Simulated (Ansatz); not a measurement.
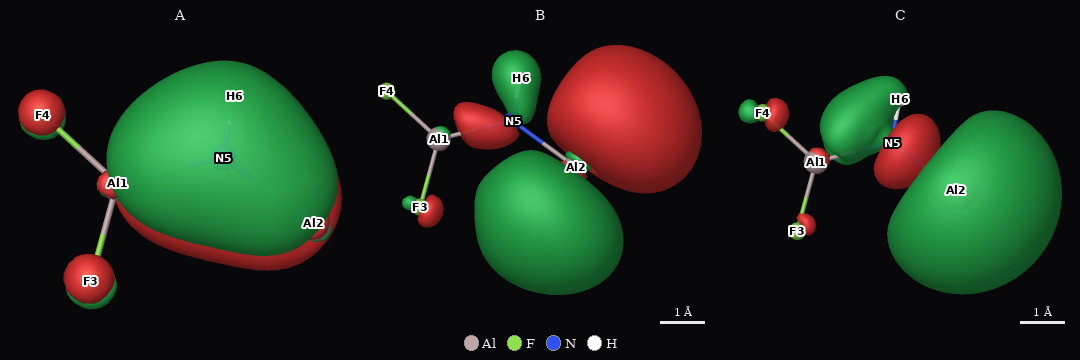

Figure. Al$_{2}$F$_{2}$HN. Three frontier orbitals at ±0.06 Å⁻³ᐟ² (green and red are the two phases), in no order.

Geometry: PBE0-D3(BJ)/def2-SVP.

Method: Ansatz 0.2.0, isolated molecule in a Gaussian basis; Kohn-Sham density functional theory, functional PBE0.

```xyz
6

Al   -1.6134   -0.4186   -0.2265
Al   -3.2335   -3.1440   -0.9661
F    -1.5170   -0.8039    1.3812
F    -0.9338    1.0060   -0.7243
N    -2.4324   -1.5427   -1.3210
H    -2.4464   -1.2303   -2.2959
```

Q: Which picture is the HOMO−1, the HOMO and the LUMO?

A: A is the HOMO−1 (−8.38 eV). It lies mainly on N5 (about 70 %); it changes sign across the molecular plane (π type). C is the HOMO (−6.59 eV). It lies mainly on Al2 (about 85 %) and N5 (about 10 %); it is symmetric in the molecular plane (an in-plane orbital: σ, lone-pair or in-plane π type). B is the LUMO (−1.55 eV). By Hirshfeld shares it lies mainly on Al2 (about 90 %); it is symmetric in the molecular plane (an in-plane orbital: σ, lone-pair or in-plane π type).

Q: What is the HOMO–LUMO gap?

A: 5.04 eV between the orbital energies.
